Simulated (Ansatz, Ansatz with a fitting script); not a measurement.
**The order of polymorphs of TiO2 (Anatase) on a ladder of methods**

Wanted: the order of polymorphs of TiO2 (Anatase), rung by rung, with cost.

Program: Ansatz 0.2.0. Level of theory: density functionals and EXX+RPA, plane waves. Results are calculated unless marked as measured.

### 1. Starting point

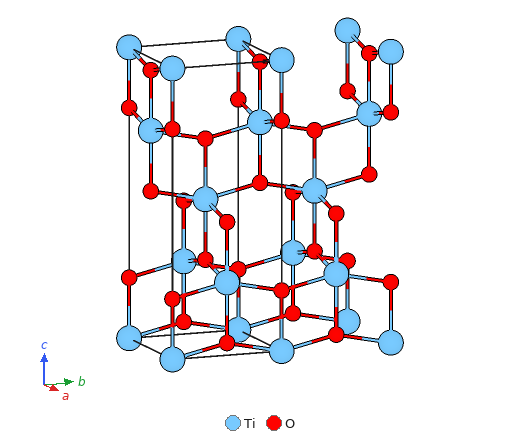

Start, viewed slightly off an axis; titanium blue, oxygen red. 1×2×1 cells are drawn. This picture shows the conventional cell, with its axes. Some periodic images of atoms are drawn too.

The structure was relaxed with r2SCAN+rVV10. The runs that relaxed it are not among those shown. The program's search for lower electronic states was switched off, so nothing shows that the state found is the lowest. The default PAW set here is soft_2. Its files were made with PBE; for other functionals the partial waves and projectors stay those of PBE.

### 2. Energy LDA (polymorph I4_1/amd)

This step: DFT, LDA, plane waves, PAW.

input.yaml reads:

```yaml
crystal:
  lattice:
    - [-1.8877622263, 1.8877622263, 4.7646693065]
    - [1.8877622263, -1.8877622263, 4.7646693065]
    - [1.8877622263, 1.8877622263, -4.7646693065]
  atoms:
    - { symbol: Ti, position: [0.0, 0.0, 0.0] }
    - { symbol: Ti, position: [0.75, 0.25, 0.5] }
    - { symbol: O, position: [0.2080602017, 0.2080602017, 0.0] }
    - { symbol: O, position: [0.9580602017, 0.4580602017, 0.5] }
    - { symbol: O, position: [0.5419397983, 0.0419397983, 0.5] }
    - { symbol: O, position: [0.7919397983, 0.7919397983, 0.0] }
kpoints:
  mp_grid: { grid: [10, 10, 10] }
hamiltonian:
  xc: lda
scf:
  occupations: { method: fixed }
  n_extra_bands: 6
  lower_state_search: "off"
  convergence: { dr2_threshold: 1.0e-09 }
output:
  eigenvalues: true
basis:
  ecutwfc: 650
```

Run with:

```sh
$ ansatz run input.yaml --threads 20 --pin off --max-ram 73728MiB --backend cpu --events-out ev --progress --plain --runs-dir out
```

Numbers of over 12 decimals in the logs are rounded to 6 here.

Output:

```text
basis.fft_grid_basis auto: the FFT boxes are laid along the combinations [[1, 0, 1], [0, 1, 1], [0, 0, 1]] of the cell's own vectors, 3.776, 3.776 and 5.462 Å long. The dense box has 32×32×48 points. Along the cell's own vectors, as sized, it would have 48×48×48, 2.25 times as many. Of the 16 symmetry operations that the crystal satisfies within crystal.symmetry.tolerance (time reversal apart; of a slab, those that k [...]
scf.n_extra_bands = 6 over 24 filled bands (N_el = 48.0): the run solves 30 bands
Engine: ansatz 0.2.0, aarch64-unknown-linux-gnu
Pseudopotentials: kind: paw
Pseudopotential: Ti, paw, valence charge 12, recommended cutoff 420 eV (normal), Ti.paw.azcp
Pseudopotential: O, paw, valence charge 6, recommended cutoff 420 eV (normal), O.paw.azcp
Functional definition: SPW92
  exchange = slater_x
  correlation = pw_c
Crystal: 6 atoms, lattice volume = 67.918 Å³
Basis set: ecut = 650 eV, 2547 PW (Γ), FFT grids on a1+a3, a2+a3, a3
Bands: 30, of which v1, the nominal top of the filled ones, is band 24 counted from 1 (23 counted from 0)
Symmetry: 16 space group operations
Space group: I41/amd (ITA 141), of the structure as read, at distance tolerance 4.1e-5 Å
k-points: 102 of 1000
Non-local potential: Ti, projectors of the file, l = 0: 3, l = 1: 2, l = 2: 3, l = 3: 1
Non-local potential: O, projectors of the file, l = 0: 2, l = 1: 2, l = 2: 1
PAW form: soft (Blöchl's): semilocal exchange-correlation on the pseudo side does not see the compensation charge
PAW frozen core: Ti, regenerated for the run's functional, and the local potential with it (the file was generated under x = pbe(κ = 0.804, μ = 0.219515), c = pbe(β = 0.066725))
PAW frozen core: O, regenerated for the run's functional, and the local potential with it (the file was generated under x = pbe(κ = 0.804, μ = 0.219515), c = pbe(β = 0.066725))
PAW one-centre angular grid: Ti, 590 points (default); XC on 64 Gauss nodes
PAW one-centre angular grid: O, 110 points (default); XC on 64 Gauss nodes
Initial density: superposition of atomic densities (neutral atoms: chi_scale 0, normalization atom), corrected by the library's trained network
Initial wavefunctions: pseudopotential atomic-orbital guess
Functional: x = slater, c = lda
SCF iter   1: F=—  HF=-7130.518093 eV  |F-HF|=—  |Δ(HF+E_count)|=         —  Δρ=1.94e-2  dr2=2.28e-1  ethr=1.77e-3  ⟨swp⟩=4.1  Hψ=11417  notcnv=0  defer=233
preconditioner: auto → none  [insulator: Δε(μ)=1.825 eV  Ē_g=9.436 eV  n_scr=14 (ndim 8)  ℏωp=25.5 eV  f_vac=0.101  ε∞_Penn≈8.3]
SCF iter   2: F=—  HF=-7130.536837 eV  |F-HF|=—  |Δ(HF+E_count)|=   1.87e-2  Δρ=2.36e-2  dr2=3.49e-1  ethr=4.75e-4  ⟨swp⟩=2.0  Hψ=5796  notcnv=0  defer=307
SCF iter   3: F=—  HF=-7130.468780 eV  |F-HF|=—  |Δ(HF+E_count)|=   6.81e-2  Δρ=3.88e-3  dr2=4.92e-3  ethr=4.75e-4  ⟨swp⟩=2.0  Hψ=4426  notcnv=0  defer=305
SCF iter   4: F=—  HF=-7130.467575 eV  |F-HF|=—  |Δ(HF+E_count)|=   1.21e-3  Δρ=9.21e-4  dr2=2.16e-4  ethr=1.02e-5  ⟨swp⟩=2.1  Hψ=5429  notcnv=0  defer=403
SCF iter   5: F=—  HF=-7130.467535 eV  |F-HF|=—  |Δ(HF+E_count)|=   3.94e-5  Δρ=3.38e-4  dr2=8.71e-5  ethr=4.50e-7  ⟨swp⟩=2.9  Hψ=5441  notcnv=0  defer=408
SCF iter   6: F=—  HF=-7130.467515 eV  |F-HF|=—  |Δ(HF+E_count)|=   2.06e-5  Δρ=4.98e-5  dr2=1.67e-6  ethr=1.81e-7  ⟨swp⟩=2.0  Hψ=3874  notcnv=0  defer=300
SCF iter   7: F=—  HF=-7130.467517 eV  |F-HF|=—  |Δ(HF+E_count)|=   2.32e-6  Δρ=3.11e-6  dr2=2.90e-9  ethr=3.48e-9  ⟨swp⟩=2.8  Hψ=5936  notcnv=0  defer=165
SCF iter   8: F=-7130.467517 eV  HF=-7130.467517 eV  |F-HF|=3.09e-11  |Δ(HF+E_count)|=  3.66e-10  Δρ=5.32e-7  dr2=8.86e-11  ethr=2.08e-12  ⟨swp⟩=8.6  Hψ=9450  notcnv=0
SCF 1 converged in 8 iterations: F = -7130.467517 eV  dr2 = 8.86e-11
[...]
SCF converged after 8 iterations
Free energy (F): -7130.467517 eV
Harris-Foulkes:  -7130.467517 eV  (|F-HF|=3.09e-11)
Internal energy: -7130.467517 eV  (E = F + TS)
E sigma→0 (E₀):  -7130.467517 eV
Fermi energy:    6.988743 eV
--- Per-component energies (eV) ---
  E_band       = -463.819490
  E_kinetic    = 1240.693547
  E_local      = -3567.780854  (includes V_loc(G=0)·N_el)
  E_nonlocal   = 212.549878
  E_hartree    = 1375.266781
  E_xc         = -484.745440
  E_vxc        = -618.066204  (∫ρ·V_xc dr)
  E_paw        = -2581.067154  (= ΣΔE_a)
  E_vpaw       = -481.751464  (= ΣTr[D̂ρ^β])
  E_aug_tail   = 0.001810  (compensation charges beyond the density's cutoff)
  E_ewald      = -3326.425671
  E_core_change = 1.039587  (= ΣΔE_core)
  E_smearing   = -0.000000  (= −TS)
  E_closure    = 0.000000  (closes the sum)
  Σ components = -7130.467517   (vs F -7130.467517, Δ=0.00e0)
--- Band table (eV; the first three rows and the last of 102) ---
  k-point 0: bands = [... 20 lower, 6.2161, 6.2177, 6.5150, 6.5150, 9.0285, 9.7922, 10.9558, 10.9558, ... 2 higher]
  k-point 1: bands = [... 20 lower, 6.0065, 6.0141, 6.2449, 6.6464, 9.4775, 9.8542, 10.5466, 10.7924, ... 2 higher]
  k-point 2: bands = [... 20 lower, 5.4008, 5.8441, 6.3819, 6.7432, 9.8964, 10.1225, 10.2830, 10.5913, ... 2 higher]
  k-point 101: bands = [... 20 lower, 5.7147, 5.7147, 6.8731, 6.8731, 9.3963, 9.3963, 10.7351, 10.7351, ... 2 higher]
```

It took 2.4 s on 20 threads of Arm Neoverse V2, shared host; peak memory 0.93 GiB.

In the SCF lines HF is the Harris–Foulkes energy and dr2 the Hartree energy of the density residual, in eV; the loop may stop once dr2 is under the threshold and the program's other checks hold. Hψ counts applications of the Hamiltonian.

Total energy -7130.4675 eV.

### 3. Energy r2SCAN (polymorph I4_1/amd)

r2SCAN sits between gradient functionals and hybrids in what it does to gaps, at little more than semilocal cost.

This step: DFT, r2SCAN, plane waves, PAW.

input.yaml: that of step 2 with these lines changed.

```diff
@@ -15,3 +15,3 @@
 hamiltonian:
-  xc: lda
+  xc: r2scan
 scf:
```

Output:

```text
[...]
Crystal: 6 atoms, lattice volume = 67.918 Å³
Basis set: ecut = 650 eV, 2547 PW (Γ), FFT grids on a1+a3, a2+a3, a3, exchange–correlation on 128×128×192 points (64 copies of the dense FFT grid, shifted against one another)
Bands: 30, of which v1, the nominal top of the filled ones, is band 24 counted from 1 (23 counted from 0)
Symmetry: 16 space group operations
[...]
k-points: 102 of 1000
[...]
--- Band table (eV; the first three rows and the last of 102) ---
  k-point 0: bands = [... 20 lower, 6.2241, 6.2241, 6.5160, 6.5160, 9.5294, 10.2629, 11.4316, 11.4316, ... 2 higher]
  k-point 1: bands = [... 20 lower, 6.0066, 6.0486, 6.2258, 6.6431, 9.9425, 10.3276, 10.9904, 11.2276, ... 2 higher]
  k-point 2: bands = [... 20 lower, 5.3870, 5.8482, 6.3675, 6.7458, 10.3691, 10.5564, 10.7234, 11.0678, ... 2 higher]
  k-point 101: bands = [... 20 lower, 5.7037, 5.7037, 6.8755, 6.8755, 9.8839, 9.8839, 11.2067, 11.2067, ... 2 higher]
[key lines of the parts left out:]
SCF converged after 9 iterations
Free energy (F): -7292.679774 eV
Fermi energy:    6.999063 eV
```

Elapsed: 5.5 s, on 20 threads; peak memory 1.2 GiB.

Total energy -7292.6798 eV.

### 4. Energy r2SCAN+rVV10 (polymorph I4_1/amd)

This step: DFT, r2SCAN with rVV10, plane waves, PAW.

input.yaml: that of step 3 with these lines changed.

```diff
@@ -16,2 +16,3 @@
   xc: r2scan
+  dispersion: rvv10
 scf:
```

Output:

```text
[...]
Crystal: 6 atoms, lattice volume = 67.918 Å³
Basis set: ecut = 650 eV, 2547 PW (Γ), FFT grids on a1+a3, a2+a3, a3, exchange–correlation on 144×144×216 points (64 copies of the dense FFT grid, shifted against one another)
Bands: 30, of which v1, the nominal top of the filled ones, is band 24 counted from 1 (23 counted from 0)
Symmetry: 16 space group operations
[...]
k-points: 102 of 1000
[...]
--- Band table (eV; the first three rows and the last of 102) ---
  k-point 0: bands = [... 20 lower, 6.2132, 6.2132, 6.5038, 6.5038, 9.5149, 10.2540, 11.4217, 11.4217, ... 2 higher]
  k-point 1: bands = [... 20 lower, 5.9948, 6.0333, 6.2141, 6.6317, 9.9299, 10.3181, 10.9816, 11.2199, ... 2 higher]
  k-point 2: bands = [... 20 lower, 5.3731, 5.8346, 6.3551, 6.7346, 10.3586, 10.5477, 10.7134, 11.0577, ... 2 higher]
  k-point 101: bands = [... 20 lower, 5.6905, 5.6905, 6.8651, 6.8651, 9.8720, 9.8720, 11.1987, 11.1987, ... 2 higher]
[key lines of the parts left out:]
SCF converged after 9 iterations
Free energy (F): -7290.116529 eV
Fermi energy:    6.989119 eV
```

Wall time 9.8 s (20 threads); peak memory 1.3 GiB; 59 s of CPU time.

Total energy -7290.1165 eV.

### 5. Energy r2SCAN-D4 (polymorph I4_1/amd)

This step: DFT, r2SCAN with D4 dispersion, plane waves, PAW.

input.yaml: that of step 4 with these lines changed.

```diff
@@ -16,3 +16,3 @@
   xc: r2scan
-  dispersion: rvv10
+  dispersion: d4
 scf:
```

Output:

```text
[...]
Crystal: 6 atoms, lattice volume = 67.918 Å³
Basis set: ecut = 650 eV, 2547 PW (Γ), FFT grids on a1+a3, a2+a3, a3, exchange–correlation on 128×128×192 points (64 copies of the dense FFT grid, shifted against one another)
Bands: 30, of which v1, the nominal top of the filled ones, is band 24 counted from 1 (23 counted from 0)
Symmetry: 16 space group operations
[...]
k-points: 102 of 1000
[...]
--- Band table (eV; the first three rows and the last of 102) ---
  k-point 0: bands = [... 20 lower, 6.2241, 6.2241, 6.5160, 6.5160, 9.5294, 10.2629, 11.4316, 11.4316, ... 2 higher]
  k-point 1: bands = [... 20 lower, 6.0066, 6.0486, 6.2258, 6.6431, 9.9425, 10.3276, 10.9904, 11.2276, ... 2 higher]
  k-point 2: bands = [... 20 lower, 5.3870, 5.8482, 6.3675, 6.7458, 10.3691, 10.5564, 10.7234, 11.0678, ... 2 higher]
  k-point 101: bands = [... 20 lower, 5.7037, 5.7037, 6.8755, 6.8755, 9.8839, 9.8839, 11.2067, 11.2067, ... 2 higher]
[key lines of the parts left out:]
SCF converged after 9 iterations
Free energy (F): -7293.139345 eV
Fermi energy:    6.999063 eV
```

It took 7.1 s on 20 threads; peak memory 1.2 GiB; 41 s of CPU time.

Total energy -7293.1393 eV.

### 6. Energy RPA (polymorph I4_1/amd)

The RPA correlation energy is summed at several response cutoffs, since it converges slowly from above.

This step: EXX+RPA on LDA, plane waves, norm-conserving pseudopotentials.

input.yaml: that of step 5 with these lines changed.

```diff
@@ -13,9 +13,8 @@
 kpoints:
-  mp_grid: { grid: [10, 10, 10] }
+  mp_grid: { grid: [5, 5, 5] }
 hamiltonian:
-  xc: r2scan
-  dispersion: d4
+  xc: lda
+  pseudopotentials: { kind: nc, xc_functional: pbe }
 scf:
   occupations: { method: fixed }
-  n_extra_bands: 6
   lower_state_search: "off"
@@ -23,4 +22,8 @@
 output:
-  eigenvalues: true
+  rpa_energy:
+    ecut_chi_ladder: [132, 154, 176, 198, 220]
+    long_wavelength: optical_limit
+    n_empty_bands: 177
 basis:
-  ecutwfc: 650
+  ecutwfc: 1240.0
+  xc_grid: 3
```

Output:

```text
[...]
Crystal: 6 atoms, lattice volume = 67.918 Å³
Basis set: ecut = 1240 eV, 6747 PW (Γ), exchange–correlation on 192×192×192 points (27 copies of the dense FFT grid, shifted against one another)
Bands: 30, of which v1, the nominal top of the filled ones, is band 24 counted from 1 (23 counted from 0)
Symmetry: 16 space group operations
[...]
k-points: 18 of 125
[...]
SCF iter   1: F=—  HF=-5088.019934 eV  |F-HF|=—  |Δ(HF+E_count)|=         —  Δρ=5.48e-2  dr2=1.93e0  ethr=3.10e-3  ⟨swp⟩=5.2  Hψ=2181  notcnv=0  defer=37
[...]
SCF iter  10: F=-5087.356048 eV  HF=-5087.356048 eV  |F-HF|=7.11e-10  |Δ(HF+E_count)|=   2.70e-9  Δρ=1.51e-6  dr2=8.14e-10  ethr=2.08e-12  ⟨swp⟩=12.3  Hψ=3011  notcnv=0
SCF 1 converged in 10 iterations: F = -5087.356048 eV  dr2 = 8.14e-10
NSCF: frozen V_eff on 18 k-points
EXX+RPA screening: q 1/18 (q-point 5)
EXX+RPA screening: q 2/18 (q-point 8)
EXX+RPA screening: q 3/18 (q-point 4)
EXX+RPA screening: q 4/18 (q-point 6)
EXX+RPA screening: q 5/18 (q-point 7)
EXX+RPA screening: q 6/18 (q-point 9)
EXX+RPA screening: q 7/18 (q-point 10)
EXX+RPA screening: q 8/18 (q-point 12)
EXX+RPA screening: q 9/18 (q-point 13)
EXX+RPA screening: q 10/18 (q-point 14)
EXX+RPA screening: q 11/18 (q-point 16)
EXX+RPA screening: q 12/18 (q-point 2)
EXX+RPA screening: q 13/18 (q-point 3)
EXX+RPA screening: q 14/18 (q-point 15)
EXX+RPA screening: q 15/18 (q-point 18)
EXX+RPA screening: q 16/18 (q-point 11)
EXX+RPA screening: q 17/18
EXX+RPA screening: q 18/18 (q-point 1)
[...]
SCF converged after 10 iterations
Free energy (F): -5087.356048 eV
[...]
Internal energy: -5087.356048 eV  (E = F + TS)
E sigma→0 (E₀):  -5087.356048 eV
Fermi energy:    7.073436 eV
[...]
--- Band table (eV; the first three rows and the last of 18) ---
  k-point 0: bands = [... 20 lower, 6.2997, 6.2997, 6.5921, 6.5921, 9.1604, 9.9523, 11.1245, 11.1245, ... 2 higher]
  k-point 1: bands = [... 20 lower, 5.4572, 5.9152, 6.4571, 6.8236, 10.0587, 10.2795, 10.4402, 10.7495, ... 2 higher]
  k-point 2: bands = [... 20 lower, 4.7388, 5.6428, 6.7596, 7.0734, 10.2840, 10.5817, 10.7033, 11.0212, ... 2 higher]
  k-point 17: bands = [... 20 lower, 5.7212, 6.3296, 6.4817, 6.5353, 9.7872, 10.2700, 10.5562, 10.6840, ... 2 higher]
--- EXX+RPA: 5×5×5 mesh (18 irreducible q, 1183/2250 k–q pairs), 201 bands' worth read of 206 solved (the sum completed by the states above those read; Γ's head and wings end at those read), 24 occupied, 13 to 14 frequency nodes, the response taken to reach 958.6 eV, pair-density box ratio 4, q→0 included in E_x (Coulomb truncated on the Wigner–Seitz cell) and E_c (k·p head, wings) ---
  smallest occupied→empty transition 2.087e0 eV, smallest direct gap 2.444e0 eV
  indirect gap at most 2.087e0 eV, over 18 k-points of the mesh
  bands read: the sum over 201 bands ends inside a degenerate multiplet in 1 slot, whose members it reads at an even weight; the widest, k=16: bands 201 to 202 (counted from 1) at 1/2 each
  E_x                     =      -712.592086 eV
  E_xc[n_v+n_c], E_xc[n_v] =      -968.964655, -765.254115 eV (parent functional, the pass's orbitals; any nonlocal part keeps n_c)
  E_c ladder  E_cut^χ (eV)   ⟨N_G⟩      E_cut^sphere (eV)      E_c (eV)
                  132.00      234.3            132.15        -64.305406
                  154.00      294.8            154.02        -68.641895
                  176.00      361.0            176.29        -72.264298
                  198.00      430.4            198.21        -75.216547
                  220.00      502.5            219.78        -77.647471
  E_c(E_cut→∞)            =       -88.801259 ± 0.785544 eV  (E_cut^-3/2 fit over 5 rungs)
  S(q), 6 of 17 wave vectors   |q| (1/Å)       S_0(q)   S_0 (bands read)   S_RPA(q)   (top rung; structure_factors; the frequency nodes sum S_0 to within 1.2e-6)
    ( 0.2000,  0.2000, -0.2000)    0.26374     0.012849           0.012659   0.005957
    ( 0.0000,  0.2000,  0.0000)    0.35801     0.023094           0.022738   0.010848
    ( 0.0000,  0.0000,  0.2000)    0.47070     0.038919           0.038299   0.018646
    ( 0.2000,  0.4000, -0.4000)    0.51700     0.046288           0.045543   0.022395
    ( 0.4000,  0.4000, -0.4000)    0.52748     0.047334           0.046558   0.023255
    ( 0.0000,  0.4000, -0.2000)    0.53956     0.050333           0.049518   0.024375
  core–valence xc dropped  : E_EXX =     -4830.983479 eV   E_EXX+RPA =     -4919.784739 eV
  core–valence xc semilocal: E_EXX =     -5034.694019 eV   E_EXX+RPA =     -5123.495278 eV
```

Elapsed: 18 min, on 20 threads; peak memory 3.5 GiB; 2.1 h of CPU time.

This step gave:

```
exact exchange energy  : -712.5921 eV
RPA correlation energy : -88.8013 eV
```

Extrapolated from these cutoffs, the correlation energy is -14.80 eV per atom (fit error 0.13); such a limit moves with the range of cutoffs.

RPA ladder, by row:

```csv
response cutoff (eV),mean plane waves,sphere-equivalent cutoff (eV),correlation energy (eV)
132,234.3,132.1,-64.31
154,294.8,154,-68.64
176,361,176.3,-72.26
198,430.4,198.2,-75.22
220,502.5,219.8,-77.65
```

(Continued in part 2 of 2.)

[Paths, hosts, dates, memory and timing lines, banners, echoed tables and standing remarks are left out of the program output.]

[Logs are printed without paths, hosts, clocks, repeated set-up lines and the standing remarks that a program may print on its own settings, such as how far it seeks lower states.]

[Runs of the session that timed out or met a known fault of the program may be left out.]

[Hosts, paths, dates, database ids (printed as entryN), source tags and the programs' standing remarks are cut or masked in the printed files.]
